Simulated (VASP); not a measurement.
Energy against volume of Ca (fcc). Method: r2SCAN+rVV10, VASP's PBE PAW potentials (set 64) (plane waves; VASP).

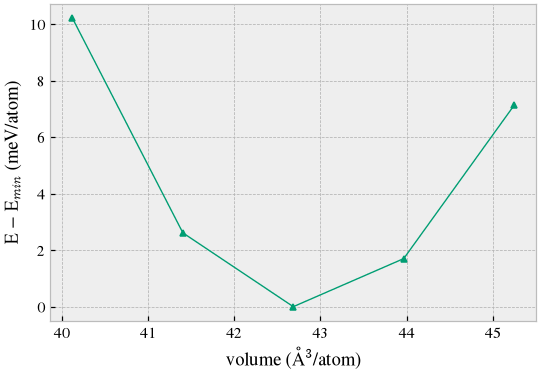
Fig. 1. Energy against volume

### Question
Estimate the equilibrium volume and the bulk modulus.

### Answer
The minimum lies near 42.8 Å³/atom, and the curvature gives B0 of about 18 GPa.

Measured: a 5.553 Å at 0 K (computed value off by -0.0 %), as given by Gábor I. Csonka et al., Physical Review B (2009), arXiv:0903.4037 [low-temperature or extrapolated to 0 K; zero-point anharmonic expansion removed].

The compound is Ca in the fcc structure. It was relaxed first.
